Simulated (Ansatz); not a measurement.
System: CuPS (SMILES [P]1=[S+][Cu-]1) (triplet).

Input file:

```
basis:
  gaussian:
    orbitals: def2-TZVPD
crystal:
  periodic: [false, false, false]
  atoms:
    - symbol: Cu
      position_ang: [-1.817482, 0.702738, -0.152618]
    - symbol: P
      position_ang: [-3.675698, 1.751075, 0.396206]
    - symbol: S
      position_ang: [-1.884978, 2.748755, 0.880913]
magnetization:
  spin_polarized: true
  initial_magnetization: 2
hamiltonian:
  xc: {name: PBE0}
output:
  forces: true
  orbitals: {seedname: orbitals}
```

Command:

```sh
ansatz run input.yaml --threads 1 --pin off --max-ram 2610MiB --events-out events.jsonl --progress --plain --runs-dir runs
```

Geometry: PBE-D3(BJ)/def2-SVP.

These are results of isolated molecule in a Gaussian basis; Kohn-Sham density functional theory, functional PBE0 (Ansatz), not measurements.

### What can the converged electron density, electron localisation function and spin density tell about the bonding?

P–S (2.11 Å): ρ is about 0.89 e/Å³ halfway; the ELF peaks at about 0.80 between the atoms, as expected for a covalent bond.
Cu–P (2.20 Å): ρ at the midpoint is about 0.56 e/Å³; the ELF peaks at about 0.65 in the valence shell of P, 0.9 Å from its nucleus, and is about 0.45 at the midpoint.
Cu–S (2.29 Å): the density is about 0.51 e/Å³ at the midpoint; the ELF peaks at about 0.75 in the valence shell of S, 0.9 Å from its nucleus, and is about 0.40 at the midpoint.
The unpaired spin (2 electrons) lies mostly on P2 (about 1.1), S3 (about 0.6) and Cu1 (about 0.3), in electrons by Hirshfeld's partition.

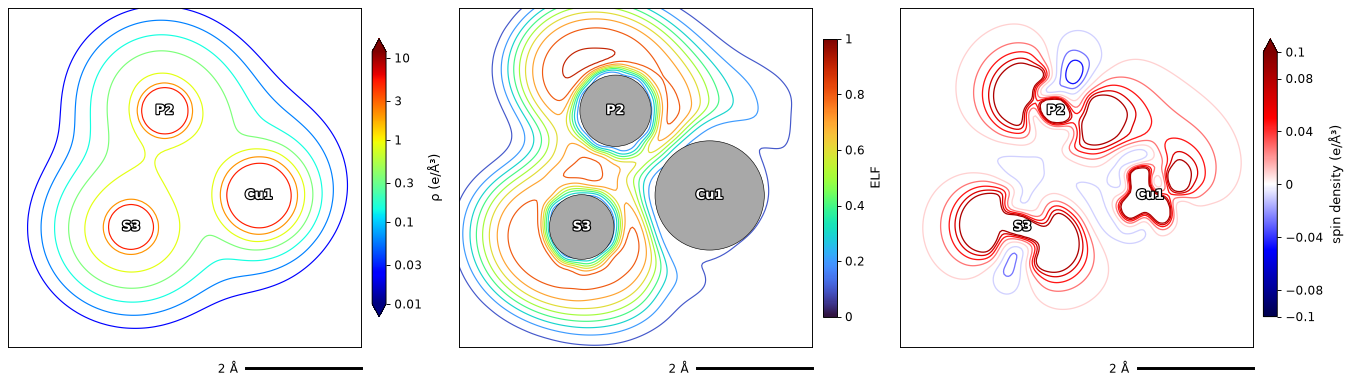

Computed electron density, electron localisation function and spin density on the molecular plane, in this order. Grey discs cover the atomic cores in the ELF map. 
